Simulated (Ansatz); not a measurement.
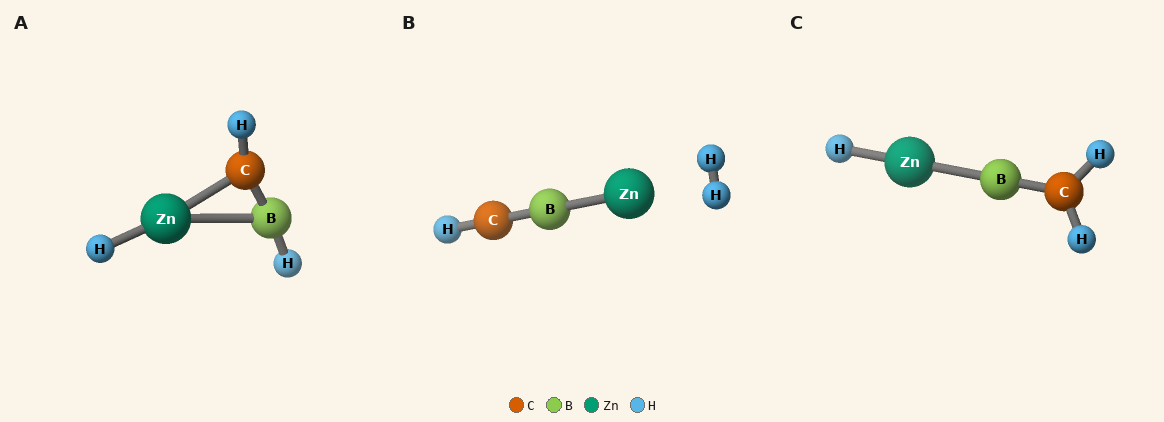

3 stationary structures of one formula. Geometries: PBE-D4/def2-SVP. Electronic energies: PBE-D4/def2-SVP (Ansatz 0.2.0), without zero-point energy. No frequency run is at hand to confirm each as a minimum.

### Which is lowest in energy, and by how much?

A is lowest (Cs); C lies 0.396 eV above it, B lies 3.296 eV above it.
